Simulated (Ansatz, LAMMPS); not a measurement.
## Charge trapping in amorphous 31Ga2O3-69TiO2 (mol %) (116 atoms)

Does an extra electron or hole in amorphous 31Ga2O3-69TiO2 (mol %) (116 atoms) stay spread out, or do the atoms trap it?

Main program and level: Ansatz 0.2.0; Kohn-Sham DFT, RPBE, PAW (set soft_1), plane waves.

### 1. Set-up

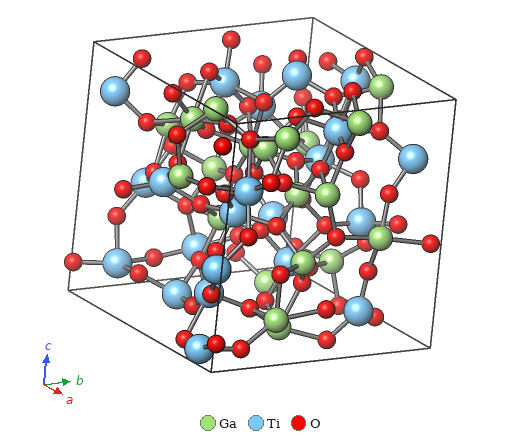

Start, viewed slightly off an axis; gallium green, titanium blue, oxygen red. Bonds to atoms that aren't drawn are left out. Some periodic images of atoms are drawn too.

The cell holds 116 atoms: 20 Ga, 22 Ti and 74 O. Its edges and angles: a = 11.051 Å, b = 11.051 Å, c = 11.051 Å, α = 90.0°, β = 90.0°, γ = 90.0°. 116 atoms (20 Fe, 22 Ti, 74 O) placed at random at 3.92 g/cm³, melted at 5000 K for 10 ps at fixed volume with the Morse and Coulomb pair potential with partial charges (Pedone, Malavasi, Menziani, Cormack and Segre, J. Phys. Chem. B 110, 11780 (2006)). Quenched from 5000 K to 300 K at 20 K/ps and fixed volume, held 10 ps at zero pressure, then minimised at fixed cell. Then Fe was replaced by Ga and the cell scaled by 1.006 (the potential has no terms for the new elements, so the cell is a start for a DFT relaxation).

Limits known from the start: The quench rate of 20 K/ps far exceeds what a furnace or splat quench reaches, so expect more defects and frozen-in strain than in a real sample. The starting topology of bonds comes from the classical model, and needn't be the one that DFT or experiment would give. Sampling is at Γ alone, for a cell whose shortest periodic width is 11 Å.

### 2. Single point at the start

The forces at the start show how far the geometry lies from a minimum of this functional.

Contents of input.yaml:

```yaml
crystal:
  lattice:
    - [11.05068, 0.0, 0.0]
    - [0.0, 11.05068, 0.0]
    - [0.0, 0.0, 11.05068]
  atoms:
    - { symbol: Ga, position: [0.62558, 0.40439, 0.73708] }
    - { symbol: Ga, position: [0.11193, 0.95536, 0.53572] }
    - { symbol: Ga, position: [0.31097, 0.44895, 0.35161] }
    - { symbol: Ga, position: [0.40888, 0.91562, 0.16247] }
    - { symbol: Ga, position: [0.3528, 0.53046, 0.64656] }
    - { symbol: Ga, position: [0.86935, 0.54395, 0.61764] }
    - { symbol: Ga, position: [0.70329, 0.49813, 0.03416] }
    - { symbol: Ga, position: [0.59222, 0.18083, 0.90775] }
    - { symbol: Ga, position: [0.91283, 0.77739, 0.43555] }
    - { symbol: Ga, position: [0.89212, 0.35022, 0.14074] }
    - { symbol: Ga, position: [0.15659, 0.80404, 0.00591] }
    - { symbol: Ga, position: [0.57326, 0.0639, 0.64242] }
    - { symbol: Ga, position: [0.57837, 0.60761, 0.51659] }
    - { symbol: Ga, position: [0.07965, 0.56014, 0.46253] }
    - { symbol: Ga, position: [0.96773, 0.58907, 0.93434] }
    - { symbol: Ga, position: [0.35217, 0.24623, 0.78187] }
    - { symbol: Ga, position: [0.63406, 0.90437, 0.93925] }
    - { symbol: Ga, position: [0.09644, 0.31347, 0.66788] }
    - { symbol: Ga, position: [0.91833, 0.29718, 0.88417] }
    - { symbol: Ga, position: [0.80246, 0.5103, 0.32619] }
    - { symbol: Ti, position: [0.01303, 0.29748, 0.40854] }
    - { symbol: Ti, position: [0.80432, 0.22145, 0.64244] }
    - { symbol: Ti, position: [0.84779, 0.04067, 0.04045] }
    - { symbol: Ti, position: [0.64298, 0.20161, 0.18236] }
    - { symbol: Ti, position: [0.21812, 0.75745, 0.29631] }
    - { symbol: Ti, position: [0.36949, 0.96784, 0.87116] }
    - { symbol: Ti, position: [0.1231, 0.48617, 0.16551] }
    - { symbol: Ti, position: [0.30111, 0.1782, 0.5176] }
    - { symbol: Ti, position: [0.87343, 0.06437, 0.36619] }
    - { symbol: Ti, position: [0.85879, 0.92912, 0.72158] }
    - { symbol: Ti, position: [0.6031, 0.89869, 0.38508] }
    - { symbol: Ti, position: [0.1142, 0.72094, 0.70935] }
    - { symbol: Ti, position: [0.08948, 0.15232, 0.12427] }
    - { symbol: Ti, position: [0.54594, 0.62281, 0.23576] }
    - { symbol: Ti, position: [0.37186, 0.83889, 0.56671] }
    - { symbol: Ti, position: [0.85708, 0.75072, 0.12611] }
    - { symbol: Ti, position: [0.21774, 0.47126, 0.86231] }
    - { symbol: Ti, position: [0.56, 0.33681, 0.46485] }
    - { symbol: Ti, position: [0.3466, 0.26157, 0.07344] }
    - { symbol: Ti, position: [0.08688, 0.06041, 0.82365] }
    - { symbol: Ti, position: [0.71964, 0.66763, 0.81384] }
    - { symbol: Ti, position: [0.44889, 0.6392, 0.94979] }
    - { symbol: O, position: [0.98987, 0.95914, 0.42078] }
    - { symbol: O, position: [0.09258, 0.16536, 0.94689] }
    - { symbol: O, position: [0.6587, 0.51227, 0.86599] }
    - { symbol: O, position: [0.24052, 0.85816, 0.17075] }
    - { symbol: O, position: [0.43493, 0.68518, 0.59682] }
    - { symbol: O, position: [0.46219, 0.53665, 0.34396] }
    - { symbol: O, position: [0.30789, 0.3787, 0.1868] }
    - { symbol: O, position: [0.20107, 0.94926, 0.89481] }
    - { symbol: O, position: [0.66746, 0.46548, 0.43322] }
    - { symbol: O, position: [0.46292, 0.93164, 0.00053] }
    - { symbol: O, position: [0.33445, 0.80341, 0.39971] }
    - { symbol: O, position: [0.57307, 0.02818, 0.81242] }
    - { symbol: O, position: [0.76682, 0.05479, 0.66573] }
    - { symbol: O, position: [0.41547, 0.15458, 0.63277] }
    - { symbol: O, position: [0.57298, 0.73169, 0.8966] }
    - { symbol: O, position: [0.50703, 0.22911, 0.08272] }
    - { symbol: O, position: [0.78732, 0.3923, 0.65387] }
    - { symbol: O, position: [0.02557, 0.17086, 0.29078] }
    - { symbol: O, position: [0.48714, 0.76045, 0.17967] }
    - { symbol: O, position: [0.88055, 0.35751, 0.31921] }
    - { symbol: O, position: [0.799, 0.65884, 0.00023] }
    - { symbol: O, position: [0.26094, 0.02452, 0.49021] }
    - { symbol: O, position: [0.71218, 0.34877, 0.12901] }
    - { symbol: O, position: [0.38207, 0.90202, 0.72557] }
    - { symbol: O, position: [0.51626, 0.55362, 0.07458] }
    - { symbol: O, position: [0.07088, 0.32979, 0.12295] }
    - { symbol: O, position: [0.59138, 0.25139, 0.32832] }
    - { symbol: O, position: [0.87406, 0.60031, 0.78594] }
    - { symbol: O, position: [0.38374, 0.30255, 0.44322] }
    - { symbol: O, position: [0.51486, 0.29751, 0.811] }
    - { symbol: O, position: [0.75495, 0.8344, 0.80824] }
    - { symbol: O, position: [0.08575, 0.72852, 0.38545] }
    - { symbol: O, position: [0.95475, 0.53283, 0.18635] }
    - { symbol: O, position: [0.87787, 0.43647, 0.98052] }
    - { symbol: O, position: [0.25219, 0.53374, 0.49775] }
    - { symbol: O, position: [0.02915, 0.63638, 0.60746] }
    [... 32 atom lines left out ...]
    - { symbol: O, position: [0.77726, 0.88523, 0.06314] }
    - { symbol: O, position: [0.88692, 0.20511, 0.03697] }
    - { symbol: O, position: [0.14794, 0.23741, 0.50194] }
    - { symbol: O, position: [0.68181, 0.08517, 0.02059] }
    - { symbol: O, position: [0.05533, 0.75008, 0.8542] }
    - { symbol: O, position: [0.68531, 0.62729, 0.65187] }
kpoints:
  mp_grid: { grid: [1, 1, 1] }
hamiltonian:
  xc: rpbe
  pseudopotentials: { kind: paw, azcp: { folder: soft_1 } }
scf:
  occupations: { method: gaussian, width: 0.05 }
output:
  forces: true
```

Started as:

```bash
ansatz run input.yaml --threads 4 --pin off --max-ram 8192MiB --backend cpu --events-out ev --progress --plain --runs-dir out
```

Numbers of over 12 decimals in the logs are rounded to 6 here.

The log of the run:

```text
Engine: ansatz 0.2.0, aarch64-unknown-linux-gnu
Pseudopotentials: kind: paw
Pseudopotential: Ga, paw, valence charge 13, recommended cutoff 420 eV (normal), soft_1/Ga.paw.azcp
Pseudopotential: Ti, paw, valence charge 12, recommended cutoff 420 eV (normal), soft_1/Ti.paw.azcp
Pseudopotential: O, paw, valence charge 6, recommended cutoff 420 eV (normal), soft_1/O.paw.azcp
[... 5 lines on functional and potentials left out ...]
Crystal: 116 atoms, lattice volume = 1349.482 Å³
Basis set: ecut = 420 eV, 26193 PW (Γ), exchange–correlation on 150×150×150 points (8 copies of the dense FFT grid, shifted against one another)
Bands: 600, of which v1, the nominal top of the filled ones, is band 484 counted from 1 (483 counted from 0)
Symmetry: 1 space group operations
Space group: P1 (ITA 1), of the structure as read, at distance tolerance 1.1e-4 Å
k-points: 1
[... 10 lines on functional and potentials left out ...]
Initial density: superposition of atomic densities (chi_scale 0.1, normalization cell, long waves kept (reshape's long-wave potential 0.15 eV rms))
Initial wavefunctions: pseudopotential atomic-orbital guess
Functional: x = rpbe, c = pbe(β = 0.066725)
SCF iter   1: F=—  HF=-173087.866668 eV  |F-HF|=—  |Δ(HF+E_count)|=         —  Δρ=9.40e-2  dr2=8.75e1  ethr=3.10e-3  ⟨swp⟩=6.0  Hψ=1923  notcnv=0  defer=43
preconditioner: auto → Resta (q_TF=auto, 2.581 Å⁻¹)  ε∞=6.1  [insulator: Δε(μ)=2.515 eV  Ē_g=12.634 eV  σ=0.050 eV  W_gap=1.00  n_scr=388 (ndim 8)  ℏωp=28.4 eV  f_vac=0.021  D(μ)=0.00/eV (n_scr^D=0)  ε∞_Penn≈6.1]
SCF iter   2: F=—  HF=-173069.623526 eV  |F-HF|=—  |Δ(HF+E_count)|=    1.82e1  Δρ=4.54e-2  dr2=2.10e1  ethr=3.10e-3  ⟨swp⟩=2.0  Hψ=1020  notcnv=0  defer=108
SCF iter   3: F=—  HF=-173066.568764 eV  |F-HF|=—  |Δ(HF+E_count)|=    3.05e0  Δρ=2.24e-2  dr2=7.32e0  ethr=2.16e-3  ⟨swp⟩=3.0  Hψ=1500  notcnv=0  defer=67
automatic band count: iteration 3 solves 561 bands in place of 600: the levels show a gap, and the empty bands left out lie too high to hold charge; the band table lists the bands solved (type scf.n_extra_bands for more)
SCF iter   4: F=—  HF=-173065.735933 eV  |F-HF|=—  |Δ(HF+E_count)|=   8.33e-1  Δρ=8.18e-3  dr2=1.02e0  ethr=7.56e-4  ⟨swp⟩=8.0  Hψ=867  notcnv=0  defer=67
SCF iter   5: F=—  HF=-173066.024687 eV  |F-HF|=—  |Δ(HF+E_count)|=   2.89e-1  Δρ=4.53e-3  dr2=2.90e-1  ethr=1.05e-4  ⟨swp⟩=3.0  Hψ=1003  notcnv=0  defer=66
SCF iter   6: F=—  HF=-173066.154813 eV  |F-HF|=—  |Δ(HF+E_count)|=   1.30e-1  Δρ=2.37e-3  dr2=9.40e-2  ethr=3.00e-5  ⟨swp⟩=4.0  Hψ=912  notcnv=0  defer=66
SCF iter   7: F=—  HF=-173066.195874 eV  |F-HF|=—  |Δ(HF+E_count)|=   4.11e-2  Δρ=1.05e-3  dr2=1.77e-2  ethr=9.71e-6  ⟨swp⟩=2.0  Hψ=959  notcnv=0  defer=66
SCF iter   8: F=—  HF=-173066.205349 eV  |F-HF|=—  |Δ(HF+E_count)|=   9.47e-3  Δρ=4.77e-4  dr2=4.14e-3  ethr=1.83e-6  ⟨swp⟩=2.0  Hψ=876  notcnv=0  defer=66
SCF iter   9: F=—  HF=-173066.211497 eV  |F-HF|=—  |Δ(HF+E_count)|=   6.15e-3  Δρ=3.48e-4  dr2=1.82e-3  ethr=4.28e-7  ⟨swp⟩=2.0  Hψ=957  notcnv=0  defer=66
SCF iter  10: F=—  HF=-173066.212280 eV  |F-HF|=—  |Δ(HF+E_count)|=   7.83e-4  Δρ=1.18e-4  dr2=2.38e-4  ethr=1.88e-7  ⟨swp⟩=2.0  Hψ=1108  notcnv=0  defer=66
SCF iter  11: F=—  HF=-173066.212462 eV  |F-HF|=—  |Δ(HF+E_count)|=   1.82e-4  Δρ=5.67e-5  dr2=6.03e-5  ethr=2.46e-8  ⟨swp⟩=2.0  Hψ=832  notcnv=0  defer=66
SCF iter  12: F=—  HF=-173066.209372 eV  |F-HF|=—  |Δ(HF+E_count)|=   3.09e-3  Δρ=4.85e-5  dr2=3.69e-5  ethr=6.23e-9  ⟨swp⟩=2.0  Hψ=978  notcnv=0  defer=66
SCF iter  13: F=—  HF=-173066.209388 eV  |F-HF|=—  |Δ(HF+E_count)|=   1.52e-5  Δρ=1.81e-5  dr2=5.54e-6  ethr=3.82e-9  ⟨swp⟩=2.0  Hψ=941  notcnv=0  defer=66
SCF iter  14: F=—  HF=-173066.209390 eV  |F-HF|=—  |Δ(HF+E_count)|=   2.27e-6  Δρ=1.02e-5  dr2=1.65e-6  ethr=5.73e-10  ⟨swp⟩=2.0  Hψ=880  notcnv=0  defer=66
SCF iter  15: F=—  HF=-173066.209390 eV  |F-HF|=—  |Δ(HF+E_count)|=   2.94e-7  Δρ=4.32e-6  dr2=3.26e-7  ethr=1.70e-10  ⟨swp⟩=2.0  Hψ=854  notcnv=0  defer=66
SCF iter  16: F=—  HF=-173066.209390 eV  |F-HF|=—  |Δ(HF+E_count)|=   2.04e-7  Δρ=3.02e-6  dr2=1.40e-7  ethr=1.03e-11  ⟨swp⟩=4.0  Hψ=1710  notcnv=0
SCF iter  17: F=-173066.209391 eV  HF=-173066.209391 eV  |F-HF|=3.40e-8  |Δ(HF+E_count)|=   1.01e-7  Δρ=2.34e-6  dr2=7.58e-8  ethr=1.03e-11  ⟨swp⟩=3.0  Hψ=1530  notcnv=0
SCF 1 converged in 17 iterations: F = -173066.209391 eV  dr2 = 7.58e-8
  greatest PAW one-centre occupation: 0.999 electrons in one spin orbital (limit 2), on the Ti atom at site 21 (counted from 0), in its partial waves of l = 0
SCF converged after 17 iterations
Free energy (F): -173066.209391 eV
Harris-Foulkes:  -173066.209391 eV  (|F-HF|=3.40e-8)
Internal energy: -173066.209391 eV  (E = F + TS)
E sigma→0 (E₀):  -173066.209391 eV
Fermi energy:    8.636811 eV
--- Per-component energies (eV) ---
  E_band       = -6047.468705
  E_kinetic    = 20891.002805
  E_local      = -83425.563614  (includes V_loc(G=0)·N_el)
  E_nonlocal   = 3319.235460
  E_hartree    = 39805.488636
  E_xc         = -9127.999705
  E_vxc        = -11063.071275  (∫ρ·V_xc dr)
  E_paw        = -75263.580162  (= ΣΔE_a)
  E_vpaw       = -15380.100330  (= ΣTr[D̂ρ^β])
  E_aug_tail   = 0.050590  (compensation charges beyond the density's cutoff)
  E_ewald      = -69259.665410
  E_core_change = -5.177993  (= ΣΔE_core)
  E_smearing   = -0.000000  (= −TS)
  E_closure    = 0.000000  (closes the sum)
  Σ components = -173066.209391   (vs F -173066.209391, Δ=0.00e0)
--- Forces (eV/Å), atoms counted from 1 ---
  atom   1  Ga     0.53412288    -0.48795292     0.42147459
  atom   2  Ga     0.19532222     0.23619096     0.82102406
  atom   3  Ga    -0.08149352    -0.00806700     0.16256923
  atom   4  Ga     0.74582600    -1.28720171     0.45857021
  atom   5  Ga    -0.49413760    -0.10184782    -0.14852844
  atom   6  Ga    -0.15642867    -0.38366052     0.42294423
  atom   7  Ga    -0.38908113     0.47650790    -0.01711014
  atom   8  Ga     0.93523185    -0.11359228    -0.71803997
  atom   9  Ga     0.25905236     0.29900141    -0.34082536
  atom  10  Ga     0.90353651     0.24032864     0.10587552
  atom  11  Ga     0.62727154    -0.19775537    -0.83085454
  atom  12  Ga    -0.26597670     0.19219454     0.08005429
  atom  13  Ga     0.07338693     0.09812068    -0.19419292
  atom  14  Ga     1.25210001    -0.64092112    -0.32853214
[...]
atom 115  O     -0.74489806    -0.02657098     2.42089925
  atom 116  O      0.43325901     0.04800580    -0.37161596
  max |Σ_I F_I| component: 7.12e-5 eV/Å
```

Run time: 37 s. Hardware: 4 threads of Arm Neoverse V2, shared host; peak memory 2.2 GiB; 2.4 min of CPU time.

In the SCF lines HF is the Harris–Foulkes energy and dr2 the Hartree energy of the density residual, in eV; the loop may stop once dr2 is under the threshold and the program's other checks hold. Hψ counts applications of the Hamiltonian.

The r.m.s. force at the start is 0.76 eV/Å.

### 3. Relaxation

The atoms are relaxed in the fixed cell, aiming at the force tolerance of the input.

Contents of input.yaml:

```yaml
crystal:
  lattice:
    - [11.05068, 0.0, 0.0]
    - [0.0, 11.05068, 0.0]
    - [0.0, 0.0, 11.05068]
  atoms:
    [... the 116 atom lines of step 2 ...]
kpoints:
  mp_grid: { grid: [1, 1, 1] }
hamiltonian:
  xc: rpbe
  pseudopotentials: { kind: paw, azcp: { folder: soft_1 } }
scf:
  occupations: { method: gaussian, width: 0.05 }
output:
  forces: true
relax:
  f_tol: 0.05
  max_steps: 120
```

The log of the run:

```text
[...]
Crystal: 116 atoms, lattice volume = 1349.482 Å³
Basis set: ecut = 420 eV, 26193 PW (Γ), exchange–correlation on 150×150×150 points (8 copies of the dense FFT grid, shifted against one another)
Bands: 600, of which v1, the nominal top of the filled ones, is band 484 counted from 1 (483 counted from 0)
Symmetry: 1 space group operations
[...]
k-points: 1
[...]
SCF iter   1: F=—  HF=-173087.866668 eV  |F-HF|=—  |Δ(HF+E_count)|=         —  Δρ=9.40e-2  dr2=8.75e1  ethr=3.10e-3  ⟨swp⟩=6.0  Hψ=1923  notcnv=0  defer=43
[...]
SCF iter  11: F=—  HF=-173066.209312 eV  |F-HF|=—  |Δ(HF+E_count)|=   1.83e-4  Δρ=5.68e-5  dr2=6.05e-5  ethr=2.51e-8  ⟨swp⟩=2.0  Hψ=832  notcnv=0  defer=105
SCF iter  12: F=-173066.209369 eV  HF=-173066.209372 eV  |F-HF|=3.28e-6  |Δ(HF+E_count)|=   5.99e-5  Δρ=4.65e-5  dr2=3.45e-5  ethr=6.25e-9  ⟨swp⟩=3.0  Hψ=1558  notcnv=0
SCF 1 converged in 12 iterations: F = -173066.209369 eV  dr2 = 3.45e-5
[...]
relax step   1: F+E_penalty+E_count = -173066.20936877 eV  Δ(F+E_penalty+E_count) = +0.000e0 eV  max|allowed force component| = 2.421e0 eV/Å  Δτ_max = 0.0000 Å  (12 SCF iters, dr2 threshold 6.25e-5 eV, accepted)
[...]
relax step   2: F+E_penalty+E_count = -173069.60658156 eV  Δ(F+E_penalty+E_count) = -3.397e0 eV  max|allowed force component| = 1.223e0 eV/Å  Δτ_max = 0.1016 Å  (8 SCF iters, dr2 threshold 1.00e-4 eV, accepted)
[...]
relax step   3: F+E_penalty+E_count = -173070.89043962 eV  Δ(F+E_penalty+E_count) = -1.284e0 eV  max|allowed force component| = 6.389e-1 eV/Å  Δτ_max = 0.0956 Å  (8 SCF iters, dr2 threshold 9.35e-5 eV, accepted)
relax step   4: F+E_penalty+E_count = -173071.59359810 eV  Δ(F+E_penalty+E_count) = -7.032e-1 eV  max|allowed force component| = 6.334e-1 eV/Å  Δτ_max = 0.2000 Å  (9 SCF iters, dr2 threshold 1.00e-4 eV, accepted)
relax step   5: F+E_penalty+E_count = -173071.74912856 eV  Δ(F+E_penalty+E_count) = -1.555e-1 eV  max|allowed force component| = 2.211e-1 eV/Å  Δτ_max = 0.0722 Å  (7 SCF iters, dr2 threshold 1.00e-4 eV, accepted)
relax step   6: F+E_penalty+E_count = -173071.83025696 eV  Δ(F+E_penalty+E_count) = -8.113e-2 eV  max|allowed force component| = 3.577e-1 eV/Å  Δτ_max = 0.2000 Å  (10 SCF iters, dr2 threshold 5.96e-6 eV, accepted)
relax step   7: F+E_penalty+E_count = -173071.91071437 eV  Δ(F+E_penalty+E_count) = -8.046e-2 eV  max|allowed force component| = 1.224e-1 eV/Å  Δτ_max = 0.0906 Å  (8 SCF iters, dr2 threshold 1.56e-5 eV, accepted)
relax step   8: F+E_penalty+E_count = -173071.82524022 eV  Δ(F+E_penalty+E_count) = +8.547e-2 eV  max|allowed force component| = 3.101e-1 eV/Å  Δτ_max = 0.2000 Å  (13 SCF iters, rejected (line search))
relax step   9: F+E_penalty+E_count = -173071.93605999 eV  Δ(F+E_penalty+E_count) = -2.535e-2 eV  max|allowed force component| = 9.099e-2 eV/Å  Δτ_max = 0.0579 Å  (13 SCF iters, accepted)
relax step  10: F+E_penalty+E_count = -173071.94561586 eV  Δ(F+E_penalty+E_count) = -9.556e-3 eV  max|allowed force component| = 7.740e-2 eV/Å  Δτ_max = 0.0607 Å  (12 SCF iters, accepted)
relax step  11: F+E_penalty+E_count = -173071.95277182 eV  Δ(F+E_penalty+E_count) = -7.156e-3 eV  max|allowed force component| = 4.672e-2 eV/Å  Δτ_max = 0.0088 Å  (6 SCF iters, dr2 threshold 3.31e-6 eV, accepted)
[...]
relax step  12: F+E_penalty+E_count = -173071.95277368 eV  Δ(F+E_penalty+E_count) = -1.854e-6 eV  max|allowed force component| = 4.680e-2 eV/Å  Δτ_max = 0.0000 Å  (5 SCF iters, accepted)
SCF converged after 5 iterations
Free energy (F): -173071.952774 eV
[...]
Internal energy: -173071.952774 eV  (E = F + TS)
E sigma→0 (E₀):  -173071.952774 eV
Fermi energy:    8.547116 eV
[...]
Σ components = -173071.952774   (vs F -173071.952774, Δ=0.00e0)
--- Forces (eV/Å), atoms counted from 1 ---
  atom   1  Ga    -0.00617672    -0.00101015     0.00812283
  atom   2  Ga     0.00520033     0.02746348     0.03145549
  atom   3  Ga     0.02119185     0.00188081     0.00647538
  atom   4  Ga    -0.01930591     0.00417217     0.00200899
[...]
atom 116  O     -0.00774835     0.01080535     0.00841225
  max |Σ_I F_I| component: 1.01e-4 eV/Å
--- Relaxed structure (12 steps of the walk, 11 accepted, 0 SCFs on fresh bases) ---
  F+E_penalty+E_count = -173071.95277368 eV   max|allowed force component| = 4.680e-2 eV/Å
  atoms:
    - { symbol: Ga, position: [0.622116, 0.399386, 0.746851] }
    - { symbol: Ga, position: [0.113607, 0.950813, 0.529723] }
    - { symbol: Ga, position: [0.306454, 0.438012, 0.364635] }
    - { symbol: Ga, position: [0.419805, 0.893062, 0.163141] }
[...]
- { symbol: O, position: [0.681355, 0.643870, 0.647100] }
```

Wall time 4.3 min (4 threads); peak memory 2.3 GiB; 17 min of CPU time.

The relaxation converged after 12 steps, 5.74 eV below its start, with a largest force component of 0.047 eV/Å.

(Continued in part 2 of 4.)

[Logs are printed without paths, hosts, clocks, repeated set-up lines and the standing remarks that a program may print on its own settings, such as how far it seeks lower states.]

[Hosts, paths, dates, database ids (printed as entryN), source tags and the programs' standing remarks are cut or masked in the printed files.]
